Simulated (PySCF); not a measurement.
Input file:

```
{"job": {"kind": "uv", "xc": "wB97X-D", "basis": "def2-SVPD", "nstates": 8, "ntriplets": 3}, "charge": 0, "multiplicity": 1}
P     -2.208888    -0.791969     1.086861
Ge    -1.356455     0.811696    -0.330203
C      0.107185    -0.017592    -1.427427
N      1.052638    -0.813387    -0.677534
Ge     2.425341    -0.045116     0.215367
H     -3.370874    -0.078345     1.340022
H     -2.798132    -1.494591     0.042632
H     -0.809798     1.948167     0.512626
H     -2.375684     1.488622    -1.234924
H      0.660222     0.770440    -1.942195
H     -0.358984    -0.642197    -2.200179
H      0.581262    -1.560689    -0.181669
H      3.253159    -1.186862     0.701370
H      3.143394     0.775157    -0.806817
H      2.051199     0.844655     1.374501
```

Run with:

```sh
OMP_NUM_THREADS=1 python probes_run.py task.json out
```

Geometry: GFN2-xTB.

Computed with wB97X-D/def2-SVPD, SCF density, gas phase in PySCF.

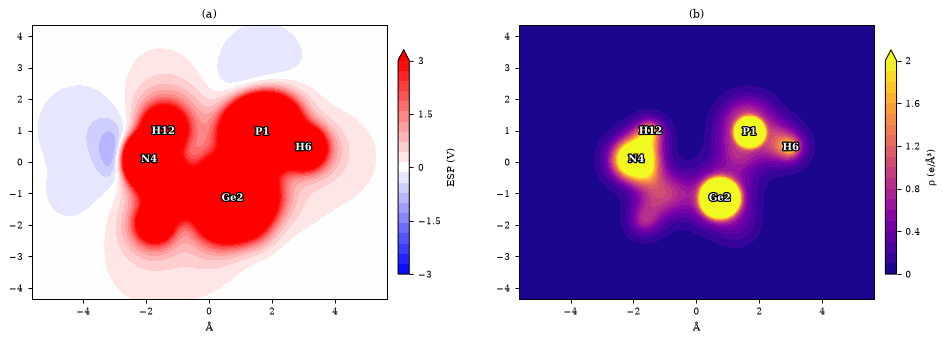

CH₁₀Ge₂NP (SMILES [PH2][GeH2][CH2][NH][GeH3]). (a) electrostatic potential; (b) electron density on the plane of atoms Ge2, P1 and H6.

### What does the map show?

The plane passes through P, Ge, N and H nuclei. Ge–P (2.30 Å): ρ is about 0.68 e/Å³ halfway. N–H (1.01 Å): the density is about 2.8 e/Å³ at the midpoint. P–H (1.39 Å): ρ is about 1.1 e/Å³ halfway. Outside the dense part of the molecule the potential is most negative (−1.0 V) near N4.
